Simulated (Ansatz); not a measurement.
# Calculations on C₃H₅N

**1. Relaxation**

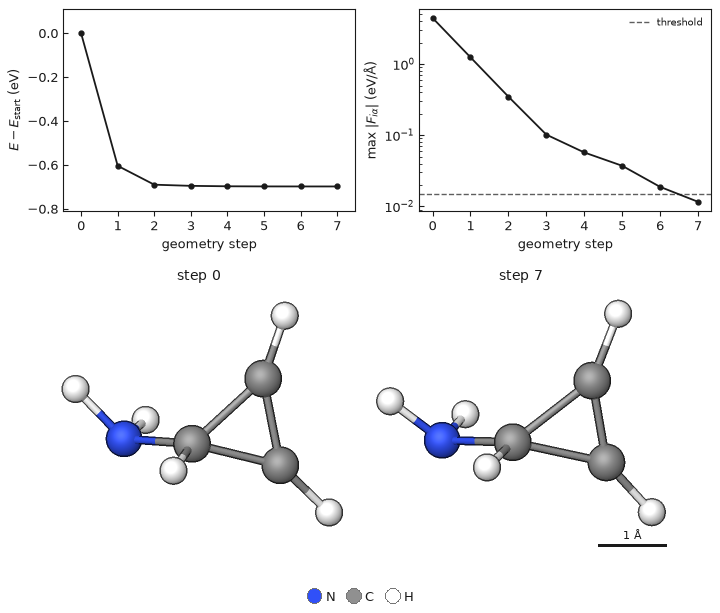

First and last geometry of a relaxation of C$_{3}$H$_{5}$N, with the history of the run. The picture is a ball-and-stick view, seen at a tilt.

The run prepares an end point of a later path (torsion) calculation, from a guessed geometry.

Computed with Ansatz, RKS CAM-B3LYP/def2-mTZVP. Settings: no spin polarisation; force threshold 0.015 eV/Å; at most 40 steps.

What do the curves and the structures tell?

Answer. It converged. The atom that moves furthest after the best rigid fit is an H atom (0.22 Å). By element the largest moves are H 0.22 Å, C 0.12 Å, N 0.09 Å. Near-neighbour distances that change, for instance: C–C 1.406 → 1.479 Å, C–H 1.014 → 1.077 Å, C–N 1.386 → 1.446 Å, C–C 1.352 → 1.292 Å. Among the angles between lasting bonds that change: N–C–H 116.6° → 110.4°, C–C–H 113.5° → 119.5°, N–C–C 117.8° → 123.7°. After 7 geometry steps the energy has fallen by 0.698 eV. The largest force component goes from 4.5 to 0.012 eV/Å. The run took 14 s on 2 threads of Arm Neoverse V2, on a shared host, peak memory 0.17 GiB.

| step | E − E(0), eV | largest force component, eV/Å |
| --- | --- | --- |
| 0 | 0.0000 | 4.4568 |
| 1 | -0.6035 | 1.2460 |
| 2 | -0.6895 | 0.3485 |
| 3 | -0.6948 | 0.1019 |
| 4 | -0.6968 | 0.0572 |
| 5 | -0.6974 | 0.0372 |
| 6 | -0.6975 | 0.0188 |
| 7 | -0.6976 | 0.0116 |

**2. Relaxation**

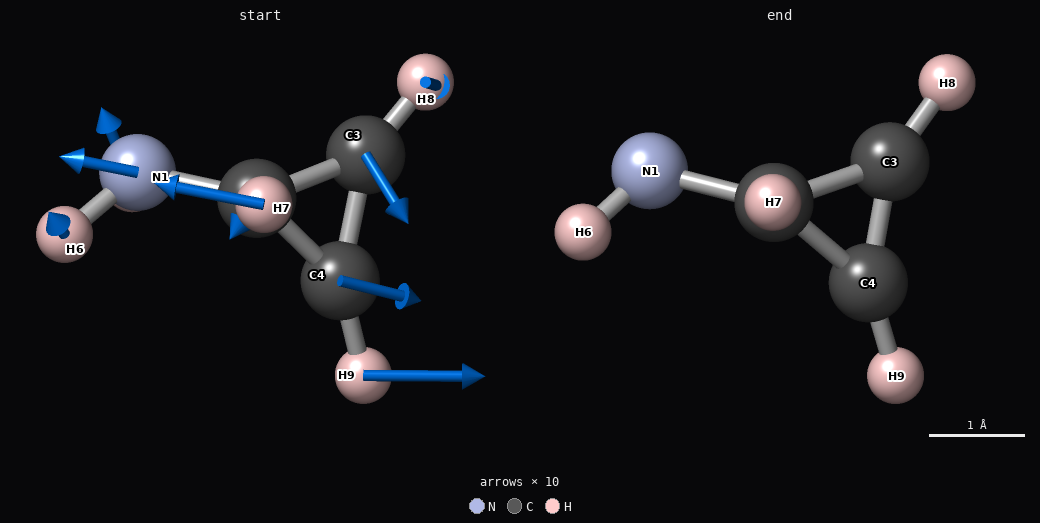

The structure of C3H5N before (left) and after (right) a relaxation, at one scale. The blue arrows give the displacements, magnified 10 times.

The picture is a ball-and-stick view, seen face on.

The run prepares an end point of a later path (torsion) calculation, from a guessed geometry.

The calculation used RKS CAM-B3LYP/def2-mTZVP in Ansatz 0.2.0. Set-up: no spin polarisation; force threshold 0.015 eV/Å; at most 40 steps.

Q: Describe what moved and what it gained.

A: After 5 accepted moves (6 points after the start) the energy has fallen by 0.683 eV. Largest force component: 4.1 eV/Å at the start, 0.0093 eV/Å at the end. The line search rejected the trial step at point 5 of the run. The atom that moves furthest after the best rigid fit is an H atom (0.13 Å). By element the largest moves are H 0.13 Å, C 0.10 Å, N 0.09 Å. Among the contacts that change: C–C 1.406 → 1.496 Å, C–H 1.014 → 1.077 Å, C–N 1.386 → 1.446 Å, C–C 1.352 → 1.292 Å. Among the angles between lasting bonds that change: C–C–H 113.5° → 119.9°, N–C–H 116.6° → 110.4°, H–N–H 101.7° → 107.6°.

**3. Path**

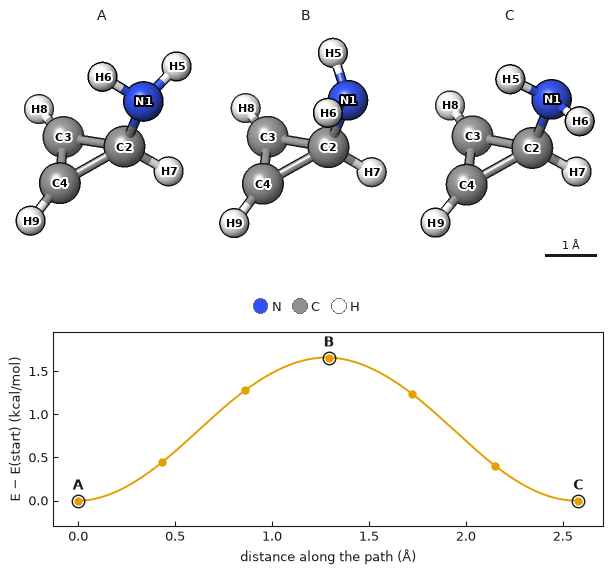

A nudged-elastic-band calculation for C$_{3}$H$_{5}$N. Images are numbered from 0 (start) to 6 (end). Frames A to C are images 0, 3, 6. A ball-and-stick model, seen from a free direction.

The calculation used RKS CAM-B3LYP/def2-mTZVP (Ansatz).

Input
```yaml
crystal:
  periodic: [false, false, false]
  atoms:
    - { symbol: "N", position_ang: [-0.220754, 1.29496, -0.582683] }
    - { symbol: C, position_ang: [0.497921, 0.102132, -0.191747] }
    - { symbol: C, position_ang: [-0.165035, -1.203039, 0.116] }
    - { symbol: C, position_ang: [0.255308, -0.518851, 1.127999] }
    - { symbol: H, position_ang: [-0.264213, 1.375786, -1.593971] }
    - { symbol: H, position_ang: [-1.174589, 1.266091, -0.236353] }
    - { symbol: H, position_ang: [1.506003, 0.115186, -0.601003] }
    - { symbol: H, position_ang: [-0.68329, -2.072809, -0.251231] }
    - { symbol: H, position_ang: [0.337149, -0.405856, 2.195988] }
basis:
  gaussian: { orbitals: def2-mTZVP }
hamiltonian:
  xc: cam_b3lyp
neb:
  order_check: false
  images: 5
  f_tol: 0.05
  max_iterations: 60
  initial_path: idpp
  final_atoms:
    - { symbol: "N", position_ang: [-0.32321353, 1.05947212, -0.91544222] }
    - { symbol: C, position_ang: [0.48499558, 0.0738051, -0.23177933] }
    - { symbol: C, position_ang: [-0.06089627, -1.26804713, 0.06351018] }
    - { symbol: C, position_ang: [0.12789117, -0.51496272, 1.09640637] }
    - { symbol: H, position_ang: [-1.28963411, 1.00210451, -0.61036552] }
    - { symbol: H, position_ang: [0.00635552, 1.99892748, -0.7167695] }
    - { symbol: H, position_ang: [1.53014162, 0.17754245, -0.51574017] }
    - { symbol: H, position_ang: [-0.42160668, -2.19585027, -0.34765166] }
    - { symbol: H, position_ang: [0.03446669, -0.37939154, 2.16083085] }
```

Launched with:
```bash
ansatz run input.yaml --threads 2 --pin off --max-ram 3072MiB --backend cpu --events-out ev --progress --plain --runs-dir out
```

**Read off the barrier and say what moves.**

The two ends have the same energy, and the highest point, image 3, lies 1.66 kcal/mol above the start. The motion is a rotation about the N1–C2 bond by about 130°. No bond forms or breaks between the ends. Among the angles between lasting bonds that change up to the highest image: C2–C3–H8 148.0° → 145.8°. The band is converged. At the top, the vibrational analysis gives one imaginary mode (211i cm⁻¹), as a transition state must have.

The run took 45 s on 2 threads of Arm Neoverse V2, on a shared host, peak memory 0.18 GiB.
